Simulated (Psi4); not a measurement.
## Run report: SiH$_{4}$O$_{4}$, energy and gradient calculation (part 1 of 2)

The run: energy and gradient calculation of SiH$_{4}$O$_{4}$, multiplicity 3. Method and program: HSE06/def2-SVP, UKS (Psi4 1.11).

The geometry is that of the parent species in another charge or spin state. The geometry comes from this level: PBE0-D4/def2-TZVP.

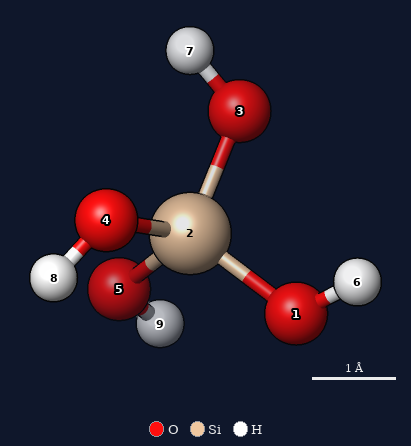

**Figure 1.** The structure as given in the input (ball-and-stick view, seen at a tilt; atoms are numbered from 1 in the order of the input).

### The input (job.in)
```
memory 2.2 GB

molecule {
  0 3
  O
  Si 1 1.630981
  O 2 1.630975 1 106.38019
  O 2 1.63098 3 106.38066 1 124.05948
  O 2 1.630982 3 115.84778 1 -117.9703
  H 1 0.958106 2 116.58611 3 36.75556
  H 3 0.958113 2 116.58438 4 -36.74079
  H 4 0.958111 2 116.58379 3 160.76572
  H 5 0.958106 2 116.58573 3 81.24287
  units angstrom
  symmetry c1
  no_reorient
  no_com
}

set {
  reference            uks
  puream               true
  e_convergence        1e-09
  d_convergence        1e-08
  scf_type             pk
  dft_radial_points    99
  dft_spherical_points 590
  maxiter              100
}

energy_value, wavefunction = gradient('hse06/def2-SVP', return_wfn=True)
oeprop(wavefunction, 'DIPOLE', 'LOWDIN_CHARGES', 'WIBERG_LOWDIN_INDICES', title='HSE06')
print_variables()
```

Command:
```bash
psi4 job.in job.out -n 1
```

### What the program printed
```
Psi4 1.11 release

gradient() will perform analytic gradient computation.

   => Loading Basis Set <=

    Name: DEF2-SVP
    Role: ORBITAL
    Keyword: BASIS

         ---------------------------------------------------------
                                   SCF
                              UKS Reference
                        1 Threads,   2098 MiB Core
         ---------------------------------------------------------

  ==> Geometry <==

    Molecular point group: c1
    Full point group: C1

    Geometry (in Angstrom), charge = 0, multiplicity = 3:

       Center              X                  Y                   Z               Mass
    ------------   -----------------  -----------------  -----------------  -----------------
         O           -0.000001600739    -0.000006511170    -1.630983455330    15.994914619570
         SI          -0.000001600739    -0.000006511170    -0.000002455330    27.976926534650
         O           -0.000001600739    -1.564782742206     0.459948408795    15.994914619570
         O           -1.296351669560     0.688430991916     0.711071425369    15.994914619570
         O            1.296355827423     0.876352494668     0.459948189478    15.994914619570
         H           -0.512711847070    -0.686469837761    -2.059776426109     1.007825032230
         H           -0.281776558663    -1.747958908805     1.357182985618     1.007825032230
         H           -1.290047805008     1.643974590004     0.780881036203     1.007825032230
         H            2.084565468235     0.790726427908    -0.077974524357     1.007825032230

  Running in c1 symmetry.

  Rotational constants: A =      0.13812  B =      0.13812  C =      0.12358 [cm^-1]
  Rotational constants: A =   4140.79598  B =   4140.77035  C =   3704.82921 [MHz]
  Nuclear repulsion =  269.977287468162217

  Charge       = 0
  Multiplicity = 3
  Electrons    = 50
  Nalpha       = 26
  Nbeta        = 24

  ==> Algorithm <==

  SCF Algorithm Type is PK.
  DIIS enabled.
  MOM disabled.
  Fractional occupation disabled.
  Guess Type is SAD.
  Energy threshold   = 1.00e-09
  Density threshold  = 1.00e-08
  Integral threshold = 1.00e-12

  ==> Primary Basis <==

  Basis Set: DEF2-SVP
    Blend: DEF2-SVP
    Number of shells: 44
    Number of basis functions: 94
    Number of Cartesian functions: 99
    Spherical Harmonics?: true
    Max angular momentum: 2

  ==> DFT Potential <==

   => LibXC <=

    Version 7.1.2

   => Composite Functional: HSE06 <=

    HSE06 Hyb-GGA Exchange-Correlation Functional

    Deriv               =              1
    GGA                 =           TRUE
    Meta                =          FALSE

    Exchange Hybrid     =           TRUE
    MP2 Hybrid          =          FALSE

   => Exchange Functionals <=

    1.0000   short-range part of the PBE (default w=0 gives PBEh) [omega = 0.1100]
    -0.2500   short-range part of the PBE (default w=0 gives PBEh) [omega = 0.1100]

   => Exact (HF) Exchange <=

    -0.2500            HF,LR [omega = 0.1100]
    0.2500               HF

   => Correlation Functionals <=

    1.0000   Perdew, Burke & Ernzerhof

   => LibXC Density Thresholds  <==

    XC_HYB_GGA_XC_HSE06:  1.00E-15

   => Molecular Quadrature <=

    Radial Scheme          =       TREUTLER
    Pruning Scheme         =           NONE
    Nuclear Scheme         =       TREUTLER

    Blocking Scheme        =         OCTREE
    BS radius alpha        =              1
    Pruning alpha          =              1
    Radial Points          =             99
    Spherical Points       =            590
    Total Points           =         499839
    Total Blocks           =           3579
    Max Points             =            256
    Max Functions          =             92
    Weights Tolerance      =       1.00E-15

  ==> Integral Setup <==

  Using in-core PK algorithm.
   Calculation information:
      Number of atoms:                   9
      Number of AO shells:              44
      Number of primitives:             86
      Number of atomic orbitals:        99
      Number of basis functions:        94

      Integral cutoff                 1.00e-12
      Number of threads:                 1

  Performing in-core PK
  Using 29911035 doubles for integral storage.
  We computed 454554 shell quartets total.
  Whereas there are 490545 unique shell quartets.

  Computing range-separated integrals for PK
  We computed 454554 wK shell quartets total.
  Whereas there are 490545 wK unique shell quartets.

  ==> DiskJK: Disk-Based J/K Matrices <==

    J tasked:                  Yes
    K tasked:                  Yes
    wK tasked:                 Yes
    Omega:               1.100E-01
    Memory [MiB]:              595
    Schwarz Cutoff:          1E-12

  Cached 50.0% of DFT collocation blocks in 0.499 [GiB].

  Minimum eigenvalue in the overlap matrix is 2.2730879937E-02.
  Reciprocal condition number of the overlap matrix is 5.1723393320E-03.
    Using symmetric orthogonalization.

  ==> Pre-Iterations <==

  SCF Guess: Superposition of Atomic Densities via on-the-fly atomic UHF (no occupation information).

   -------------------------
    Irrep   Nso     Nmo
   -------------------------
     A         94      94
   -------------------------
    Total      94      94
   -------------------------

  ==> Iterations <==

                        Total Energy        Delta E     RMS |[F,P]|

   @UKS iter SAD:  -591.65754243396225   -5.91658e+02   0.00000e+00
   @UKS iter   1:  -591.60283859232197    5.47038e-02   1.02094e-02 ADIIS/DIIS
   @UKS iter   2:  -591.20724801735446    3.95591e-01   1.45196e-02 ADIIS/DIIS
   @UKS iter   3:  -591.82094657816253   -6.13699e-01   5.64901e-03 ADIIS/DIIS
   @UKS iter   4:  -591.92044096622726   -9.94944e-02   3.06792e-03 ADIIS/DIIS
   @UKS iter   5:  -591.96097957499262   -4.05386e-02   4.36637e-04 ADIIS/DIIS
   @UKS iter   6:  -591.96184692495649   -8.67350e-04   1.16586e-04 ADIIS/DIIS
   @UKS iter   7:  -591.96191026637985   -6.33414e-05   7.39398e-05 DIIS
   @UKS iter   8:  -591.96191360677324   -3.34039e-06   7.80084e-05 DIIS
   @UKS iter   9:  -591.96194658424622   -3.29775e-05   2.78486e-05 DIIS
   @UKS iter  10:  -591.96194709713120   -5.12885e-07   3.44277e-05 DIIS
   @UKS iter  11:  -591.96194973993886   -2.64281e-06   3.30199e-05 DIIS
   @UKS iter  12:  -591.96195049805215   -7.58113e-07   3.59207e-05 DIIS
   @UKS iter  13:  -591.96195044070987    5.73423e-08   3.42258e-05 DIIS
   @UKS iter  14:  -591.96195158539149   -1.14468e-06   3.36822e-05 DIIS
   @UKS iter  15:  -591.96195473157604   -3.14618e-06   3.78954e-05 DIIS
   @UKS iter  16:  -591.96195461679633    1.14780e-07   3.71274e-05 DIIS
   @UKS iter  17:  -591.96194478212556    9.83467e-06   3.25125e-05 DIIS
   @UKS iter  18:  -591.96192936829993    1.54138e-05   2.07671e-05 DIIS
   @UKS iter  19:  -591.96192246329531    6.90500e-06   1.58608e-05 DIIS
   @UKS iter  20:  -591.96191966482581    2.79847e-06   1.60849e-05 DIIS
   @UKS iter  21:  -591.96191682686390    2.83796e-06   1.63343e-05 DIIS
   @UKS iter  22:  -591.96191578674166    1.04012e-06   1.53763e-05 DIIS
   @UKS iter  23:  -591.96191873889074   -2.95215e-06   2.06530e-05 DIIS
   @UKS iter  24:  -591.96191612150130    2.61739e-06   1.36923e-05 DIIS
   @UKS iter  25:  -591.96191602648707    9.50142e-08   7.42786e-06 DIIS
   @UKS iter  26:  -591.96191688131955   -8.54832e-07   1.85472e-06 DIIS
   @UKS iter  27:  -591.96191679804554    8.32740e-08   3.60724e-06 DIIS
   @UKS iter  28:  -591.96191620638342    5.91662e-07   1.76496e-06 DIIS
   @UKS iter  29:  -591.96191618723969    1.91437e-08   4.20871e-07 DIIS
   @UKS iter  30:  -591.96191616682916    2.04105e-08   2.31039e-07 DIIS
   @UKS iter  31:  -591.96191615223313    1.45960e-08   1.16982e-07 DIIS
   @UKS iter  32:  -591.96191616575948   -1.35263e-08   4.94331e-08 DIIS
   @UKS iter  33:  -591.96191616620638   -4.46903e-10   2.52060e-08 DIIS
   @UKS iter  34:  -591.96191616736519   -1.15881e-09   2.55985e-08 DIIS
   @UKS iter  35:  -591.96191617526108   -7.89589e-09   6.14397e-09 DIIS
   @UKS iter  36:  -591.96191616621229    9.04879e-09   1.07001e-08 DIIS
   @UKS iter  37:  -591.96191616621218    1.13687e-13   9.03479e-09 DIIS
  Energy and wave function converged.

  ==> Post-Iterations <==

   Electrons on quadrature grid:
      Nalpha   =   25.9999968073 ; deviation = -3.193e-06
      Nbeta    =   24.0000002838 ; deviation = 2.838e-07
      Ntotal   =   49.9999970911 ; deviation = -2.909e-06

   @Spin Contamination Metric:   6.427030944E-03
   @S^2 Expected:                2.000000000E+00
   @S^2 Observed:                2.006427031E+00
   @S   Expected:                1.000000000E+00
   @S   Observed:                1.000000000E+00

    Orbital Energies [Eh]
    ---------------------

    Alpha Occupied:

       1A    -66.332794     2A    -19.267075     3A    -19.266994
       4A    -19.239885     5A    -19.239853     6A     -5.405081
       7A     -3.743489     8A     -3.742709     9A     -3.742702
      10A     -1.092117    11A     -1.062734    12A     -1.042016
      13A     -1.038217    14A     -0.631496    15A     -0.579469
      16A     -0.562475    17A     -0.560826    18A     -0.463719
      19A     -0.430646    20A     -0.416998    21A     -0.415179
      22A     -0.408994    23A     -0.394926    24A     -0.390890
      25A     -0.363936    26A     -0.031397

    Alpha Virtual:

      27A      0.033589    28A      0.041116    29A      0.043810
      30A      0.136741    31A      0.137815    32A      0.139258
      33A      0.163622    34A      0.252809    35A      0.390530
      36A      0.402248    37A      0.404185    38A      0.404785
      39A      0.515878    40A      0.602597    41A      0.607986
      42A      0.612756    43A      0.665240    44A      0.778956
      45A      0.789126    46A      0.798748    47A      0.866169
      48A      0.916012    49A      0.948873    50A      0.954432
      51A      0.960534    52A      1.011857    53A      1.019424
      54A      1.076865    55A      1.139499    56A      1.148291
      57A      1.151272    58A      1.188105    59A      1.275322
      60A      1.279683    61A      1.284023    62A      1.389612
      63A      1.433012    64A      1.441848    65A      1.442546
      66A      1.468152    67A      1.640587    68A      1.666698
      69A      1.674720    70A      1.675263    71A      2.180754
      72A      2.191590    73A      2.194539    74A      2.209555
      75A      2.544412    76A      2.570710    77A      2.699164
      78A      2.732627    79A      2.797513    80A      2.824365
      81A      2.840199    82A      2.878165    83A      2.903173
      84A      2.912809    85A      2.925424    86A      2.928669
      87A      2.990743    88A      3.156825    89A      3.179358
      90A      3.185372    91A      3.622934    92A      3.643346
      93A      3.662816    94A      3.675899

    Beta Occupied:

       1A    -66.332567     2A    -19.254582     3A    -19.254514
       4A    -19.232007     5A    -19.231979     6A     -5.404544
       7A     -3.743269     8A     -3.742694     9A     -3.742423
      10A     -1.067034    11A     -1.031208    12A     -1.018558
      13A     -1.018534    14A     -0.622214    15A     -0.567384
      16A     -0.554680    17A     -0.550557    18A     -0.420999
      19A     -0.410219    20A     -0.406027    21A     -0.395389
      22A     -0.367471    23A     -0.352658    24A     -0.326204

    Beta Virtual:

      25A     -0.297133    26A      0.011765    27A      0.068397
      28A      0.069371    29A      0.072544    30A      0.154268
      31A      0.156475    32A      0.163244    33A      0.183649
      34A      0.264480    35A      0.398637    36A      0.411748
      37A      0.412311    38A      0.413580    39A      0.527587
      40A      0.621488    41A      0.625676    42A      0.625762
      43A      0.677440    44A      0.791603    45A      0.801733
      46A      0.807554    47A      0.892285    48A      0.931043
      49A      0.966994    50A      0.975793    51A      0.982257
      52A      1.027645    53A      1.033045    54A      1.097079
      55A      1.154289    56A      1.159883    57A      1.162627
      58A      1.198124    59A      1.289286    60A      1.292361
      61A      1.300327    62A      1.400766    63A      1.448020
      64A      1.453202    65A      1.456250    66A      1.481937
      67A      1.653028    68A      1.678861    69A      1.684266
      70A      1.684489    71A      2.201850    72A      2.208979
      73A      2.211508    74A      2.226891    75A      2.574499
      76A      2.589209    77A      2.725371    78A      2.754255
      79A      2.819198    80A      2.847343    81A      2.857257
      82A      2.904239    83A      2.924571    84A      2.936431
      85A      2.945287    86A      2.946567    87A      3.003106
      88A      3.175782    89A      3.189925    90A      3.194536
      91A      3.636486    92A      3.659969    93A      3.673697
      94A      3.688903

    Final Occupation by Irrep:
              A
    DOCC [    24 ]
    SOCC [     2 ]
    NA   [    26 ]
    NB   [    24 ]

  @UKS Final Energy:  -591.96191616621218

   => Energetics <=

    Nuclear Repulsion Energy =            269.9772874681622170
    One-Electron Energy =               -1353.7424970388706242
    Two-Electron Energy =                 535.3421973408528629
    DFT Exchange-Correlation Energy =     -43.5389039363564834
    Empirical Dispersion Energy =           0.0000000000000000
    VV10 Nonlocal Energy =                  0.0000000000000000
    Total Energy =                       -591.9619161662121769

  UHF NO Occupations:
  HONO-2 :   24  A 1.9983006
  HONO-1 :   25  A 1.0000000
  HONO-0 :   26  A 1.0000000
  LUNO+0 :   27  A 0.0016994
  LUNO+1 :   28  A 0.0006657
  LUNO+2 :   29  A 0.0003536
  LUNO+3 :   30  A 0.0001477

Computation Completed

Properties will be evaluated at   0.000000,   0.000000,   0.000000 [a0]

Properties computed using the SCF density matrix

 Multipole Moments:

 ------------------------------------------------------------------------------------
     Multipole            Electronic (a.u.)      Nuclear  (a.u.)        Total (a.u.)
 ------------------------------------------------------------------------------------
```
